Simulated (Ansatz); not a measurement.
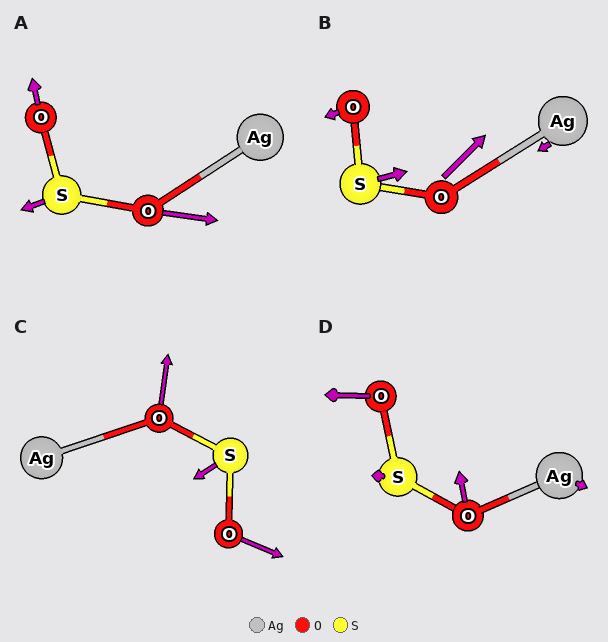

4 normal modes of one molecule or complex, as arrows. The species has charge +1 and is a spin singlet. Harmonic vibrations computed with RKS PBE0-D4/def2-TZVP, core potentials on Ag (Ansatz 0.2.0) at a stationary point of the same level.

> Match the panels to the wavenumbers 46 cm⁻¹, 226 cm⁻¹, 545 cm⁻¹, 1182 cm⁻¹.

A: 1182 cm⁻¹, O–S stretching
B: 226 cm⁻¹, Ag–O stretching
C: 545 cm⁻¹
D: 46 cm⁻¹, Ag–O–S bending
